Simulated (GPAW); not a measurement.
# Near-edge structure at the Li K edge of BaLiF3 (Pm-3m), part 2 of 2

Aim: the near-edge shape at the Li K edge of BaLiF3 (Pm-3m), and what the core hole does to it.

GPAW 26.7.0; X-ray absorption from dipole matrix elements to empty bands, plane-wave PAW LDA.

So far. Step 2 (The field without a hole): The mesh shows a gap of 6.51 eV, so the hole is first treated in a charged cell, without the excited electron. Step 3 (Spectrum without a core hole, Li atom 5): Main maxima below 24 eV (height): 2.3 eV (0.22), 9.4 eV (2.87), 13.8 eV (1.35) and 17.1 eV (1.12). A K edge sees empty p states on the absorber.

### 5. Spectrum with FCH, Li atom 5

The holes are 5.6 Å apart. In GPAW the data set carries the hole's charge, so charge=0 means a charged cell and charge=-1 a neutral one. The excited electron is left out and a uniform background balances the charge. After the field has converged, empty bands are computed with the density fixed and the dipole matrix elements are summed.

Input file xas.py:

```python
import numpy as np
from ase import Atoms
from ase.parallel import parprint, paropen
from gpaw import GPAW, PW, FermiDirac, Mixer, MixerDif, setup_paths
from gpaw.test import gen
setup_paths.insert(0, '.')
gen('Li', name='fch1s', xcname='LDA', corehole=(1, 0, 1), write_xml=True)
from gpaw.mpi import world
world.barrier()

atoms = Atoms('Ba2F6Li2',
    cell=[[3.98858164, 0, 3.98858164],
     [0, 3.98858164, 3.98858164],
     [-3.98858164, 0, 3.98858164]],
    scaled_positions=[[0, 0, 0],
     [0.5, 0, 0.5],
     [0.5, 0, 0],
     [0, 0, 0.5],
     [0, 0.5, 0.5],
     [0.5, 0.5, 0],
     [0, 0.5, 0],
     [0.5, 0.5, 0.5],
     [0.25, 0.5, 0.75],
     [0.75, 0.5, 0.25]],
    pbc=True)
atoms.calc = calc = GPAW(legacy_gpaw=True, mode=PW(500, force_complex_dtype=True), xc='LDA', setups={8: 'fch1s'},
    kpts={'size': (5, 5, 5), 'gamma': True}, occupations=FermiDirac(0.02),
    charge=0, mixer=Mixer(0.1, 5, 50), maxiter=150,
    convergence={'density': 0.0001, 'eigenstates': 1e-6}, txt='scf.txt')
energy = atoms.get_potential_energy() + calc.get_reference_energy()
ef = calc.get_fermi_level()
out = dict(energy=energy, fermi=ef, forces=atoms.get_forces().tolist())
parprint(f'all-electron energy {energy:.4f} eV, Fermi level {ef:.4f} eV')
ev = np.array([[calc.get_eigenvalues(k, s) for k in range(len(calc.get_ibz_k_points()))] for s in range(calc.get_number_of_spins())])
out['homo'], out['lumo'], out['counts'] = ev[ev < ef].max(), ev[ev > ef].min(), sorted(set((ev < ef).sum((0, 2)).tolist()))
out['filled'] = (ev[:, 0] < ef).sum(1).tolist()

from ase.units import Ha
from gpaw.xas import dipole_matrix_elements
nb = int(calc.get_number_of_electrons() / 2) + 79
top, nb = nb, nb + 8 + nb // 12
nscf = calc.fixed_density(kpts={'size': (6, 6, 6), 'gamma': True}, nbands=nb,
    convergence={'bands': top, 'eigenstates': 1e-5}, maxiter=60, txt='nscf.txt')
cell = atoms.cell.array
ops = [cell.T @ U.T @ np.linalg.inv(cell.T) for U in nscf.wfs.kd.symmetry.op_scc]
filled = [32]  # bands filled in the ground state, by spin
E = np.arange(-6, 34, 0.1)
fwhm = np.interp(E, [4, 25], [0.9, 3.5])
Y, X, zero, highest = 0, 0, 1e9, 1e9
for spin in range(nscf.get_number_of_spins()):
    wfs = nscf.wfs
    A = dipole_matrix_elements(wfs.setups[8])
    eps = np.zeros((wfs.kd.nibzkpts, nb))
    d = np.zeros((3, A.shape[1], wfs.kd.nibzkpts, nb), complex)
    for kpt in wfs.kpt_u:
        if kpt.s == spin and 8 in kpt.P_ani:
            eps[kpt.k] = kpt.eps_n * Ha
            d[:, :, kpt.k] = (kpt.weight * wfs.nspins / 2) ** 0.5 * np.inner(A, kpt.P_ani[8])
    world.sum(eps)
    world.sum(d)
    T = np.einsum('amkn,bmkn->abkn', d, d.conj()).real
    T = sum(np.einsum('ai,ijkn,bj->abkn', R, T, R) for R in ops) / len(ops)
    empty = np.ones_like(eps, bool) & (np.arange(nb) >= filled[spin])
    zero, highest = min(zero, eps[empty].min()), min(highest, eps[:, top - 1].min())
    lines = [(eps, T, empty)] if spin == 0 else lines + [(eps, T, empty)]
for eps, T, empty in lines:
    f = np.einsum('aakn->akn', T).reshape(3, -1)
    x = eps.ravel() - zero
    w = np.interp(x, E, fwhm) / 2.35482
    g = np.exp(-0.5 * ((E[:, None] - x) / w) ** 2) / (w * (2 * np.pi) ** 0.5)
    Y = Y + (f * empty.ravel()) @ g.T
    X = X + (f * ~empty.ravel()) @ g.T
out.update(E=E.round(2).tolist(), xas=Y.tolist(), xes=X.tolist(), zero=zero, valid=highest - zero, nk=len(eps), nb=nb)
for i in range(0, len(E), 10):
    parprint(f'{E[i]:7.2f}', *(f'{v:10.3e}' for v in Y[:, i]))
import json
with paropen('out.json', 'w') as f:
    json.dump(out, f)
```

The run is started by

```console
> OMP_NUM_THREADS=1 mpirun -n 2 gpaw python xas.py
```

Numbers of over 12 decimals in the logs are rounded to 6 here.

Log:

```text
Input parameters:
  convergence: {density: 0.0001,
                eigenstates: 1e-06}
  kpts: {gamma: True,
         size: (5, 5, 5)}
  maxiter: 150
  mixer: {backend: pulay,
          beta: 0.1,
          method: separate,
          nmaxold: 5,
          weight: 50}
  mode: {ecut: 500.0,
         force_complex_dtype: True,
         name: pw}
  occupations: {fixmagmom: False,
                name: fermi-dirac,
                width: 0.02}
  setups: {8: fch1s}

Initialize ...

[... PAW data sets ...]

Reference energy: -458741.128853  # eV

Spin-paired calculation

[... convergence settings ...]
Symmetries present (total): 24
  [... symmetry matrices ...]

125 k-points: 5 x 5 x 5 Monkhorst-Pack grid
10 k-points in the irreducible part of the Brillouin zone
       k-points in crystal coordinates                weights
   0:     0.00000000    0.00000000    0.00000000          1/125
   1:     0.20000000    0.20000000    0.00000000          8/125
   2:     0.20000000    0.20000000    0.20000000          6/125
   3:     0.40000000    0.20000000    0.00000000         12/125
   4:     0.40000000    0.20000000    0.40000000         24/125
   5:     0.40000000    0.40000000   -0.40000000         12/125
   6:     0.40000000    0.40000000   -0.20000000         24/125
   7:     0.40000000    0.40000000    0.00000000          8/125
   8:     0.40000000    0.40000000    0.20000000         24/125
   9:     0.40000000    0.40000000    0.40000000          6/125

Wave functions: Plane wave expansion
  Cutoff energy: 500.000 eV
  Number of coefficients (min, max): 3209, 3263
  Pulay-stress correction: 0.000000 eV/Ang^3 (de/decut=0.000000)
  Using FFTW library
  Wavefunction extrapolation:
    Improved wavefunction reuse through dual PAW basis

Occupation numbers: Fermi-Dirac:
  width: 0.0200  # eV

Eigensolver
   Davidson(niter=2)

Densities:
  Coarse grid: 30*30*30 grid
  Fine grid: 60*60*60 grid
  Total Charge: 1.000000

Density mixing:
  Method: separate
  Backend: pulay
  Linear mixing parameter: 0.1
  old densities: 5
  Width of damping distribution: 1.1
  Damping of long wavelength oscillations: 50

[... Hamiltonian set-up ...]
Number of atoms: 10
Number of atomic orbitals: 42
Number of bands in calculation: 42
Number of valence electrons: 64
Bands to converge: occupied

... initialized

Initializing position-dependent things.

Density initialized from atomic densities
Creating initial wave functions:
  42 bands from LCAO basis set

         Li   F    Li

         F         F
            Ba

              F
       F         F

            Ba

Atomic positions and initial magnetic moments

Positions:
   0 Ba     0.000000    0.000000    0.000000    ( 0.0000,  0.0000,  0.0000)
   1 Ba     0.000000    0.000000    3.988582    ( 0.0000,  0.0000,  0.0000)
   2 F      1.994291    0.000000    1.994291    ( 0.0000,  0.0000,  0.0000)
   3 F     -1.994291    0.000000    1.994291    ( 0.0000,  0.0000,  0.0000)
   4 F     -1.994291    1.994291    3.988582    ( 0.0000,  0.0000,  0.0000)
   5 F      1.994291    1.994291    3.988582    ( 0.0000,  0.0000,  0.0000)
   6 F      0.000000    1.994291    1.994291    ( 0.0000,  0.0000,  0.0000)
   7 F      0.000000    1.994291    5.982872    ( 0.0000,  0.0000,  0.0000)
   8 Li    -1.994291    1.994291    5.982872    ( 0.0000,  0.0000,  0.0000)
   9 Li     1.994291    1.994291    5.982872    ( 0.0000,  0.0000,  0.0000)

Unit cell:
           periodic     x           y           z      points  spacing
  1. axis:    yes    3.988582    0.000000    3.988582    30     0.1535
  2. axis:    yes    0.000000    3.988582    3.988582    30     0.1330
  3. axis:    yes   -3.988582    0.000000    3.988582    30     0.1535

  Lengths:   5.640706   5.640706   5.640706
  Angles:   60.000000  90.000000  60.000000

Effective grid spacing dv^(1/3) = 0.1675

iter:   1   -79.379520
iter:   2   -77.876120   -1.30  -1.16
iter:   3   -75.840471   -0.74  -1.24
iter:   4   -75.644015   -1.92  -1.48
iter:   5   -75.661813   -2.11  -1.80
iter:   6   -75.636770c  -2.50  -2.13
iter:   7   -75.628091   -3.30  -2.49
iter:   8   -75.629165c  -3.89  -2.96
iter:   9   -75.627157c  -3.45  -2.82
iter:  10   -75.627081c  -5.79  -3.37
iter:  11   -75.627171c  -4.50  -3.49
iter:  12   -75.627033c  -4.70  -3.42
iter:  13   -75.627033c  -6.07c -3.96
iter:  14   -75.627029c  -6.34c -4.06c

Converged after 14 iterations.

Dipole moment: (-0.769297, -0.000000, -0.000000) |e|*Ang

Energy contributions relative to reference atoms: (reference = -458741.128853)

Kinetic:        +17.901057
Potential:      -39.925796
External:        +0.000000
XC:             -54.895074
Entropy (-ST):   -0.000000
Local:           +1.292785
SIC:             +0.000000
--------------------------
Free energy:    -75.627029
Extrapolated:   -75.627029

Showing only first 2 kpts
 Kpt  Band  Eigenvalues  Occupancy
  0    30      2.80062    2.00000
  0    31      2.80063    2.00000
  0    32     10.01607    0.00000
  0    33     10.62099    0.00000

  1    30      2.76629    2.00000
  1    31      2.76630    2.00000
  1    32     10.48030    0.00000
[...]
Fermi level: 5.52827

Gap: 7.215 eV
Transition (v -> c):
  (s=0, k=0, n=31, [0.00, 0.00, 0.00]) -> (s=0, k=0, n=32, [0.00, 0.00, 0.00])
No difference between direct/indirect transitions

Forces in eV/Ang:
  0 Ba   -0.00000    0.00000   -0.00000
  1 Ba   -0.00000   -0.00000    0.00000
  2 F    -0.00000    1.48245   -0.00000
  3 F    -0.00000   -1.48245   -0.00000
  4 F    -0.00000    0.00000    1.48245
  5 F     0.00000    0.00000   -1.48245
  6 F     1.48245    0.00000    0.00000
  7 F    -1.48245    0.00000    0.00000
  8 Li   -0.00000    0.00000   -0.00000
  9 Li   -0.00000    0.00000   -0.00000
Scalar-relativistic atomic LDA calculation for Li (Lithium, Z=3)
Core hole in 1s state (1s occupation: 1.0)
300 radial gridpoints.
|------------------------------------------------|
|------------------------------------------------|
[... the atom generator's iteration count ...]

Energy contributions:
-------------------------
Kinetic:       +4.802428
XC:            -0.868730
Potential:     -8.792701
-------------------------
Total:         -4.859003

state      eigenvalue         ekin         rmax
-----------------------------------------------
1s^1.0 :    -3.111117     4.172383        0.342
2s^1.0 :    -0.451969     0.630045        2.146
2p^0.0 :    -0.373048     0.566752        1.896
-----------------------------------------------
(units: Bohr and Hartree)

Generating PAW setup
Kinetic energy of the core from tauc = 4.172937
Cutoffs:
rc(s)=2.000
rc(p)=2.000
rc(d)=2.000
rc(vbar)=1.800
rc(comp)=2.000
rc(nct)=2.000

Kinetic energy of the core states: 4.172383
Charge: 1.0
Core electrons: 1.0
Valence electrons: 1.0
Pseudo-core charge: 0.040575
Shape function alpha=2.500
Pseudo-electron charge 1.068451
state    eigenvalue         norm
--------------------------------
2s(1) :    -0.451969     1.027876
*s    :     0.548031
2p(0) :    -0.373048     0.945113
*p    :     0.626952
*d    :     0.000000
--------------------------------

Diagonalizing with gridspacing h=0.050

state   all-electron     PAW
-------------------------------
2s:      -0.451969    -0.451984
2p:      -0.373048    -0.373160
*d:                   -0.093511
*f:                   -0.020693
-------------------------------
all-electron energy -458816.7559 eV, Fermi level 5.5283 eV
[...]
31.00  1.006e-03  1.006e-03  1.006e-03
  32.00  9.560e-04  9.560e-04  9.560e-04
  33.00  9.291e-04  9.291e-04  9.291e-04
```

It took 73 s on 2 MPI ranks of Arm Neoverse V2, shared host; peak memory 0.34 GiB; 2.4 min of CPU time.

The Li K spectrum, Li atom 5, full core hole (charged cell) (energy from the lowest empty level; intensity scaled to a mean of 1 over the first 20 eV):

| E (eV) | intensity |
| --- | --- |
| -2.0 | 0.00 |
| -0.5 | 0.00 |
| 1.0 | 0.30 |
| 2.5 | 1.47 |
| 4.0 | 1.65 |
| 5.5 | 6.11 |
| 7.0 | 0.72 |
| 8.5 | 0.45 |
| 10.0 | 0.51 |
| 11.5 | 0.44 |
| 13.0 | 0.54 |
| 14.5 | 0.45 |
| 16.0 | 0.57 |
| 17.5 | 0.44 |
| 19.0 | 0.37 |
| 20.5 | 0.32 |
| 22.0 | 0.31 |
| 23.5 | 0.30 |
| 25.0 | 0.29 |
| 26.5 | 0.28 |
| 28.0 | 0.30 |
| 29.5 | 0.31 |

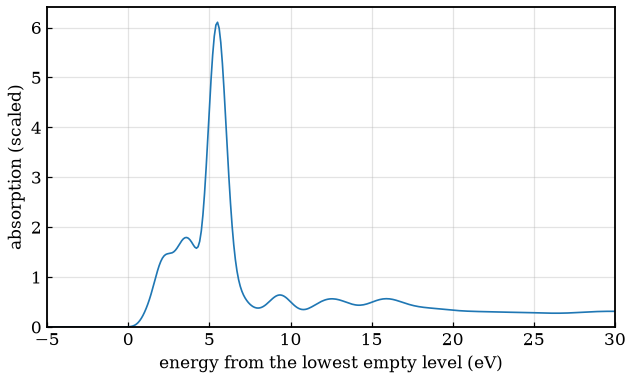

The Li K edge, Li atom 5, full core hole (charged cell): main maxima at 3.6, 5.5 and 9.3 eV.

Main maxima below 24 eV (height): 3.6 eV (1.79), 5.5 eV (6.11), 9.3 eV (0.64), 12.6 eV (0.56) and 15.9 eV (0.57). 

The hole costs E(hole) − E(ground) = 49.18 eV, and the lowest empty level of the hole cell on the spectrum's mesh lies at 10.02 eV, which puts the zero at 59.20 eV. One term is added: -3.34 eV, since the hole is spin-paired here and a spin-polarised one costs that much less in the free atom (computed apart). The photon energy is then 55.86 eV. The tabulated edge of the element is 54.7 eV. The functional and the charged cell's background leave an error in such absolute values: in the free atom LDA prices this hole 1.0 eV below PBE (computed apart), and PBE is itself good to a few eV.

### 6. Excitation energy, Li atom 5

With the excited electron kept in the cell the system stays neutral, and the energy difference is an excitation energy by itself. In a small cell that electron takes up a good share of the lowest empty band, or all of one, which shifts the value from the true onset.

Changed against the first core-hole run: core hole to XCH, with the smearing that suits a partly filled band.

Input file scf.py:

```python
import numpy as np
from ase import Atoms
from ase.parallel import parprint, paropen
from gpaw import GPAW, PW, FermiDirac, Mixer, MixerDif, setup_paths
from gpaw.test import gen
setup_paths.insert(0, '.')
gen('Li', name='fch1s', xcname='LDA', corehole=(1, 0, 1), write_xml=True)
from gpaw.mpi import world
world.barrier()

atoms = Atoms('Ba2F6Li2',
    cell=[[3.98858164, 0, 3.98858164],
     [0, 3.98858164, 3.98858164],
     [-3.98858164, 0, 3.98858164]],
    scaled_positions=[[0, 0, 0],
     [0.5, 0, 0.5],
     [0.5, 0, 0],
     [0, 0, 0.5],
     [0, 0.5, 0.5],
     [0.5, 0.5, 0],
     [0, 0.5, 0],
     [0.5, 0.5, 0.5],
     [0.25, 0.5, 0.75],
     [0.75, 0.5, 0.25]],
    pbc=True)
atoms.calc = calc = GPAW(legacy_gpaw=True, mode=PW(500, force_complex_dtype=True), xc='LDA', setups={8: 'fch1s'},
    kpts={'size': (5, 5, 5), 'gamma': True}, occupations=FermiDirac(0.04),
    charge=-1, mixer=Mixer(0.1, 5, 50), maxiter=150,
    convergence={'density': 0.0001, 'eigenstates': 1e-6}, txt='scf.txt')
energy = atoms.get_potential_energy() + calc.get_reference_energy()
ef = calc.get_fermi_level()
out = dict(energy=energy, fermi=ef, forces=atoms.get_forces().tolist())
parprint(f'all-electron energy {energy:.4f} eV, Fermi level {ef:.4f} eV')
ev = np.array([[calc.get_eigenvalues(k, s) for k in range(len(calc.get_ibz_k_points()))] for s in range(calc.get_number_of_spins())])
out['homo'], out['lumo'], out['counts'] = ev[ev < ef].max(), ev[ev > ef].min(), sorted(set((ev < ef).sum((0, 2)).tolist()))
out['filled'] = (ev[:, 0] < ef).sum(1).tolist()
import json
with paropen('out.json', 'w') as f:
    json.dump(out, f)
```

The run is started by

```console
> OMP_NUM_THREADS=1 mpirun -n 2 gpaw python scf.py
```

Log:

```text
Input parameters:
  charge: -1
  convergence: {density: 0.0001,
                eigenstates: 1e-06}
  kpts: {gamma: True,
         size: (5, 5, 5)}
  maxiter: 150
  mixer: {backend: pulay,
          beta: 0.1,
          method: separate,
          nmaxold: 5,
          weight: 50}
  mode: {ecut: 500.0,
         force_complex_dtype: True,
         name: pw}
  occupations: {fixmagmom: False,
[...]
2s(1) :    -0.451969     1.027876
*s    :     0.548031
2p(0) :    -0.373048     0.945113
*p    :     0.626952
*d    :     0.000000
--------------------------------

Diagonalizing with gridspacing h=0.050

state   all-electron     PAW
-------------------------------
2s:      -0.451969    -0.451984
2p:      -0.373048    -0.373160
*d:                   -0.093511
*f:                   -0.020693
-------------------------------
all-electron energy -458806.0343 eV, Fermi level 11.0745 eV
[key lines of the parts left out:]
Converged after 28 iterations.
Dipole moment: (-0.714311, -0.000000, -0.000000) |e|*Ang
Free energy:    -64.913389
Fermi level: 11.07451
```

Elapsed: 29 s, on 2 MPI ranks; peak memory 0.24 GiB; 58 s of CPU time.

The total-energy difference is 59.90 eV. With the free-atom term of -3.34 eV for this edge, the photon energy is 56.56 eV.

### 7. With and without the hole

Both curves are counted from their own zero, so only the shift of weight within the empty states shows.

| E (eV) | no hole | FCH |
| --- | --- | --- |
| -2.0 | 0.00 | 0.00 |
| -1.0 | 0.00 | 0.00 |
| 0.0 | 0.00 | 0.00 |
| 1.0 | 0.01 | 0.30 |
| 2.0 | 0.19 | 1.31 |
| 3.0 | 0.20 | 1.58 |
| 4.0 | 0.15 | 1.65 |
| 5.0 | 0.13 | 4.39 |
| 6.0 | 0.26 | 4.18 |
| 7.0 | 0.80 | 0.72 |
| 8.0 | 1.67 | 0.38 |
| 9.0 | 2.78 | 0.60 |
| 10.0 | 2.69 | 0.51 |
| 11.0 | 1.97 | 0.36 |
| 12.0 | 1.26 | 0.53 |
| 13.0 | 1.21 | 0.54 |
| 14.0 | 1.34 | 0.44 |
| 15.0 | 1.01 | 0.50 |
| 16.0 | 0.95 | 0.57 |
| 17.0 | 1.12 | 0.48 |
| 18.0 | 1.00 | 0.40 |
| 19.0 | 0.82 | 0.37 |
| 20.0 | 0.72 | 0.34 |
| 21.0 | 0.64 | 0.32 |
| 22.0 | 0.58 | 0.31 |
| 23.0 | 0.51 | 0.30 |
| 24.0 | 0.44 | 0.29 |
| 25.0 | 0.41 | 0.29 |
| 26.0 | 0.40 | 0.28 |
| 27.0 | 0.36 | 0.28 |
| 28.0 | 0.33 | 0.30 |
| 29.0 | 0.32 | 0.31 |
| 30.0 | 0.32 | 0.31 |

With each curve scaled to its own mean, the area from −2 to 6 eV with the hole is 11.8 against 0.8, and the centre of weight from −1 to 20 eV moves by -4.5 eV: the hole pulls the absorber's empty states down.

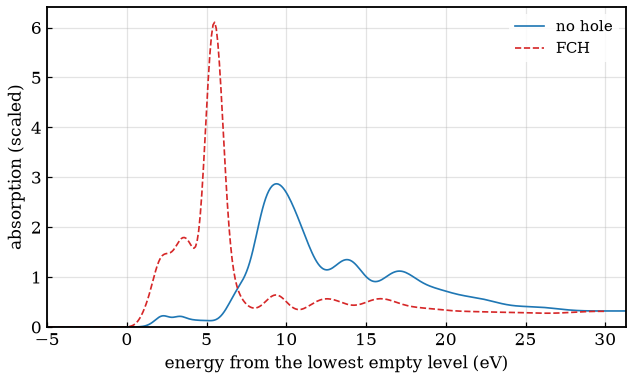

The Li K edge with and without the core hole, each from its own zero; the highest intensity below 16 eV lies at 5.5 eV with the hole.

### 8. Results

```
absorber and edge                               : Li K, atom 5 of the ground-state input (counted from 1)
surroundings                                    : 6 F at 1.99 Å (octahedral, site symmetry m-3m)
highest intensity below 16 eV                   : 5.5 eV above the zero, height 6.11
photon energy of the zero, with the added terms : 55.9 eV (raw 59.2 eV; LDA puts this hole about 1 eV below PBE, itself good to a few eV)
```

In words: The Li K edge of atom 5, with 6 F at 1.99 Å (octahedral, site symmetry m-3m), has its highest intensity of the first 16 eV at 5.5 eV above the zero, near 61 eV in photon energy (LDA puts this hole about 1 eV below PBE, itself good to a few eV), 6.1 times the mean level of the first 20 eV (Gaussian full width 0.9 eV up to 4 eV, rising linearly to 3.5 eV at 25 eV). With each curve scaled to its own mean, the area from −2 to 6 eV with the hole is 11.8 against 0.8, and the centre of weight from −1 to 20 eV moves by -4.5 eV: the hole pulls the absorber's empty states down. The neutral-cell energy lies +0.7 eV from the charged-cell zero, a gap made of the charged-cell error and of where the added electron settles. The holes are only 5.6 Å apart, so the shape is probably not converged with cell size; no larger cell was run here. The mesh is coarse (0.26 Å⁻¹ between points), so small maxima may be mesh ripples. The structure is a computed Materials Project entry and may be a hypothetical form.

[Banner, clock and machine lines of the logs are left out without a mark of their own.]

[Logs are printed without paths, hosts, clocks, repeated set-up lines and the standing remarks that a program may print on its own settings, such as how far it seeks lower states.]

[Hosts, paths, dates, database ids (printed as entryN), source tags and the programs' standing remarks are cut or masked in the printed files.]

[Lists of maxima count a maximum above −3 eV only where it reaches 4 % of the highest in the window and stands out from its surroundings by 2 % of it (1.5 % where it reaches 55 %); shoulders and weaker maxima are passed over, and of the rest the first, up to two pre-edge ones and the few strongest are named.]
